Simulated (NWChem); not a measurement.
**C2H6O2Si: energy and gradient calculation**

System: C2H6O2Si, SMILES CO[Si]OC.
Method: B3LYP/6-31G*, RKS (NWChem 7.3.0).

The geometry comes from this level: PBE0-D4/def2-TZVP.

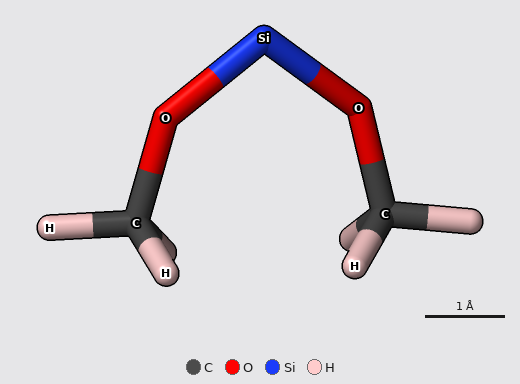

**Figure 1.** The input geometry (stick view, seen at a tilt). Bond lengths as drawn: C–H 1.09 Å, C–O 1.41 Å and O–Si 1.64 Å.

Input file
```
START mymol
memory 2200 mb

GEOMETRY units au noautosym nocenter noautoz
C   -2.44719533   1.65880159  -1.15386677
O   -2.27466334   1.78427941   1.49685206
Si  -0.33391461   0.94561895   3.76868081
O    1.92865448  -0.78291353   2.53393376
C    2.55661047  -1.91882791   0.21278316
H   -3.33196510  -0.11508432  -1.73949290
H   -3.62430573   3.21990434  -1.81451502
H   -0.59412989   1.80884585  -2.05469922
H    3.75696451  -3.55665354   0.58165770
H    3.60786512  -0.59809832  -0.97944505
H    0.87966751  -2.55358691  -0.81333812
END

BASIS "ao basis" spherical bse
* library 6-31G*
END

DFT
xc b3lyp
mult 1
grid xfine
convergence energy 1e-08
maxiter 100
mulliken
print low
END

TASK dft gradient
```

Launch command:
```bash
nwchem mymol.nw > mymol.out
```

Output
```
Northwest Computational Chemistry Package (NWChem) 7.3.0
             --------------------------------------------------------

           Job information
           ---------------

    nwchem branch   = 7.3.0
    use scalapack   = T
    input           = mymol.nw
    prefix          = mymol.
    data base       = ./mymol.db
    status          = startup
    nproc           =        1

           Memory information
           ------------------

    heap     =     72089598 doubles =      550.0 Mbytes
    stack    =     72089595 doubles =      550.0 Mbytes
    global   =    144179200 doubles =     1100.0 Mbytes (distinct from heap & stack)
    total    =    288358393 doubles =     2200.0 Mbytes
    verify   = yes
    hardfail = no

           Directory information
           ---------------------

  0 permanent = .
  0 scratch   = .

                                NWChem Input Module
                                -------------------

                             Geometry "geometry" -> ""
                             -------------------------

 Output coordinates in a.u. (scale by  1.000000000 to convert to a.u.)

  No.       Tag          Charge          X              Y              Z
 ---- ---------------- ---------- -------------- -------------- --------------
    1 C                    6.0000    -2.44719533     1.65880159    -1.15386677
    2 O                    8.0000    -2.27466334     1.78427941     1.49685206
    3 Si                  14.0000    -0.33391461     0.94561895     3.76868081
    4 O                    8.0000     1.92865448    -0.78291353     2.53393376
    5 C                    6.0000     2.55661047    -1.91882791     0.21278316
    6 H                    1.0000    -3.33196510    -0.11508432    -1.73949290
    7 H                    1.0000    -3.62430573     3.21990434    -1.81451502
    8 H                    1.0000    -0.59412989     1.80884585    -2.05469922
    9 H                    1.0000     3.75696451    -3.55665354     0.58165770
   10 H                    1.0000     3.60786512    -0.59809832    -0.97944505
   11 H                    1.0000     0.87966751    -2.55358691    -0.81333812

      Atomic Mass
      -----------

      C                 12.000000
      O                 15.994910
      Si                27.976930
      H                  1.007825

 Effective nuclear repulsion energy (a.u.)     231.9640410211

            Nuclear Dipole moment (a.u.)
            ----------------------------
        X                 Y               Z
 ---------------- ---------------- ----------------
    -6.0922881600    17.8947615200    72.5414836300

            XYZ format geometry
            -------------------
    11
 geometry
 C                    -1.29500009     0.87780006    -0.61060004
 O                    -1.20370009     0.94420007     0.79210006
 Si                   -0.17670001     0.50040003     1.99430014
 O                     1.02060007    -0.41430003     1.34090010
 C                     1.35290010    -1.01540007     0.11260001
 H                    -1.76320013    -0.06090000    -0.92050007
 H                    -1.91790014     1.70390012    -0.96020007
 H                    -0.31440002     0.95720007    -1.08730008
 H                     1.98810014    -1.88210014     0.30780002
 H                     1.90920014    -0.31650002    -0.51830004
 H                     0.46550003    -1.35130010    -0.43040003

 ==============================================================================
                                internuclear distances
 ------------------------------------------------------------------------------
       center one      |      center two      | atomic units |       a.u.
 ------------------------------------------------------------------------------
    2 O                |   1 C                |     2.65929  |     2.65929
    3 Si               |   2 O                |     3.10340  |     3.10340
    4 O                |   3 Si               |     3.10349  |     3.10349
    5 C                |   4 O                |     2.65939  |     2.65939
    6 H                |   1 C                |     2.06699  |     2.06699
    7 H                |   1 C                |     2.06376  |     2.06376
    8 H                |   1 C                |     2.06588  |     2.06588
    9 H                |   5 C                |     2.06383  |     2.06383
   10 H                |   5 C                |     2.06661  |     2.06661
   11 H                |   5 C                |     2.06591  |     2.06591
 ------------------------------------------------------------------------------
                         number of included internuclear distances:         10
 ==============================================================================

 ==============================================================================
                                 internuclear angles
 ------------------------------------------------------------------------------
        center 1       |       center 2       |       center 3       |  degrees
 ------------------------------------------------------------------------------
    2 O                |   1 C                |   6 H                |   110.53
    2 O                |   1 C                |   7 H                |   108.69
    2 O                |   1 C                |   8 H                |   111.90
    6 H                |   1 C                |   7 H                |   108.32
    6 H                |   1 C                |   8 H                |   108.83
    7 H                |   1 C                |   8 H                |   108.49
    1 C                |   2 O                |   3 Si               |   139.25
    2 O                |   3 Si               |   4 O                |   108.37
    3 Si               |   4 O                |   5 C                |   139.23
    4 O                |   5 C                |   9 H                |   108.68
    4 O                |   5 C                |  10 H                |   110.53
    4 O                |   5 C                |  11 H                |   111.91
    9 H                |   5 C                |  10 H                |   108.33
    9 H                |   5 C                |  11 H                |   108.48
   10 H                |   5 C                |  11 H                |   108.83
 ------------------------------------------------------------------------------
                            number of included internuclear angles:         15
 ==============================================================================

 Summary of "ao basis" -> "" (spherical)
 ------------------------------------------------------------------------------
       Tag                 Description            Shells   Functions and Types
 ---------------- ------------------------------  ------  ---------------------
 *                           6-31G*                   on all atoms

                                 NWChem DFT Module
                                 -----------------

                      Basis "ao basis" -> "ao basis" (spherical)
                      -----
  [basis functions not shown]

 Summary of "ao basis" -> "ao basis" (spherical)
 ------------------------------------------------------------------------------
       Tag                 Description            Shells   Functions and Types
 ---------------- ------------------------------  ------  ---------------------
 C                           6-31G*                  6       14   3s2p1d
 O                           6-31G*                  6       14   3s2p1d
 Si                          6-31G*                  8       18   4s3p1d
 H                           6-31G*                  2        2   2s

  Caching 1-el integrals
   Time after variat. SCF:      0.6

     ---------------------------------------------
      Total Density - Mulliken Population Analysis
     ---------------------------------------------

    Atom       Charge   Shell Charges
 -----------   ------   -------------------------------------------------------
    1 C    6     6.23   2.00  0.70  1.85  0.63  1.00  0.06
    2 O    8     8.84   2.00  0.93  3.10  0.87  1.92  0.02
    3 Si  14    13.04   2.00  2.00  5.97  1.11  0.87  0.69  0.22  0.17
    4 O    8     8.84   2.00  0.93  3.10  0.87  1.92  0.02
    5 C    6     6.23   2.00  0.70  1.85  0.63  1.00  0.06
    6 H    1     0.80   0.48  0.32
    7 H    1     0.80   0.48  0.32
    8 H    1     0.80   0.48  0.32
    9 H    1     0.80   0.48  0.32
   10 H    1     0.80   0.48  0.32
   11 H    1     0.80   0.48  0.32
   Time prior to 1st pass:      0.6

           Memory utilization after 1st SCF pass:
           Heap Space remaining (MW):       31.32            31317030
          Stack Space remaining (MW):       72.09            72088844

   convergence    iter        energy       DeltaE   RMS-Dens  Diis-err    time
 ---------------- ----- ----------------- --------- --------- ---------  ------
 d= 0,ls=0.0,diis     1   -519.7010506595 -7.52D+02  1.36D-02  7.66D-01    10.2
 d= 0,ls=0.0,diis     2   -519.6504223859  5.06D-02  7.31D-03  1.41D+00    15.5
 d= 0,ls=0.0,diis     3   -519.7833928020 -1.33D-01  1.41D-03  3.72D-02    21.2
 d= 0,ls=0.0,diis     4   -519.7862827653 -2.89D-03  5.13D-04  4.80D-03    28.5
 d= 0,ls=0.0,diis     5   -519.7868647993 -5.82D-04  1.14D-04  1.12D-04    37.1
  Resetting Diis
 d= 0,ls=0.0,diis     6   -519.7868793915 -1.46D-05  2.21D-05  2.85D-06    45.5
 d= 0,ls=0.0,diis     7   -519.7868797730 -3.82D-07  4.60D-06  6.13D-08    52.9
 d= 0,ls=0.0,diis     8   -519.7868797748 -1.75D-09  2.21D-06  6.06D-08    61.4

         Total DFT energy =     -519.786879774793
      One electron energy =    -1176.048774016926
           Coulomb energy =      475.602596936948
    Exchange-Corr. energy =      -51.304743715901
 Nuclear repulsion energy =      231.964041021085

 Numeric. integr. density =       48.000000440193

     Total iterative time =     60.8s

     ---------------------------------------------
      Total Density - Mulliken Population Analysis
     ---------------------------------------------

    Atom       Charge   Shell Charges
 -----------   ------   -------------------------------------------------------
    1 C    6     6.19   2.00  0.68  2.07  0.56  0.82  0.06
    2 O    8     8.53   2.00  0.90  2.95  0.91  1.77  0.02
    3 Si  14    13.45   2.00  2.00  5.96  1.14  1.22  0.62  0.27  0.24
    4 O    8     8.53   2.00  0.90  2.95  0.91  1.77  0.02
    5 C    6     6.19   2.00  0.68  2.07  0.56  0.82  0.06
    6 H    1     0.85   0.53  0.32
    7 H    1     0.84   0.53  0.31
    8 H    1     0.86   0.54  0.32
    9 H    1     0.84   0.53  0.31
   10 H    1     0.85   0.53  0.32
   11 H    1     0.86   0.54  0.32

     -------------------------------------------
      Total Density - Lowdin Population Analysis
     -------------------------------------------

    Atom       Charge   Shell Charges
 -----------   ------   -------------------------------------------------------
    1 C    6     6.21   1.99  0.54  1.86  0.43  1.27  0.13
    2 O    8     8.34   1.99  0.85  2.80  0.65  2.00  0.04
    3 Si  14    13.63   2.00  1.99  5.87  0.88  1.26  0.69  0.59  0.37
    4 O    8     8.34   1.99  0.85  2.80  0.65  2.00  0.04
    5 C    6     6.21   1.99  0.54  1.86  0.43  1.27  0.13
    6 H    1     0.88   0.51  0.37
    7 H    1     0.87   0.51  0.37
    8 H    1     0.88   0.51  0.37
    9 H    1     0.87   0.51  0.37
   10 H    1     0.88   0.51  0.37
   11 H    1     0.88   0.51  0.37

                         DFT ENERGY GRADIENTS

    atom               coordinates                        gradient
                 x          y          z           x          y          z
   1 C      -2.447195   1.658802  -1.153867    0.000667  -0.000279   0.004364
   2 O      -2.274663   1.784279   1.496852    0.007756  -0.003872   0.002501
   3 Si     -0.333915   0.945619   3.768681    0.001447  -0.004033  -0.015917
   4 O       1.928654  -0.782914   2.533934   -0.007882   0.004245  -0.000977
   5 C       2.556610  -1.918828   0.212783   -0.001323   0.002393   0.003438
   6 H      -3.331965  -0.115084  -1.739493    0.000973   0.001787   0.000989
   7 H      -3.624306   3.219904  -1.814515    0.001216  -0.001518   0.001003
   8 H      -0.594130   1.808846  -2.054699   -0.001681  -0.000089   0.001510
   9 H       3.756965  -3.556654   0.581658   -0.001291   0.001739  -0.000046
  10 H       3.607865  -0.598098  -0.979445   -0.001274  -0.001232   0.001596
  11 H       0.879668  -2.553587  -0.813338    0.001391   0.000858   0.001539

 Task  times  cpu:       79.9s     wall:       79.9s
 Total times  cpu:       80.0s     wall:       80.0s
```

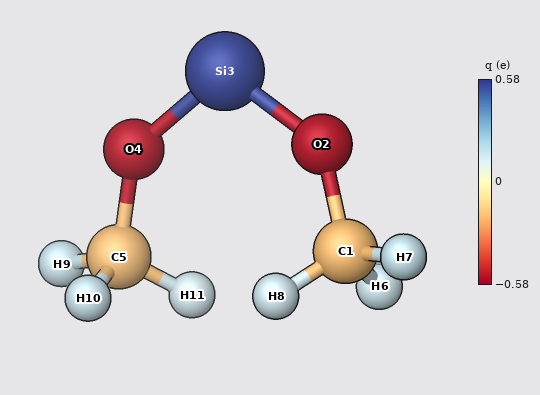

**Figure 2.** Mulliken charges, as the colour of each atom (ball-and-stick view, seen at a tilt; atoms are numbered from 1 in the order of the input). By element: C −0.19, O −0.53, Si +0.55 and H +0.14 to +0.16 e.

Results in brief

```tsv
quantity	value
outcome	converged
total energy	−519.786880 hartree
largest force	0.848 eV/Å
hardware	1 thread of Intel Xeon @ 2.90GHz (Ice Lake), 16 GiB of memory available, shared host
wall time	81 s
peak memory	0.15 GiB
```
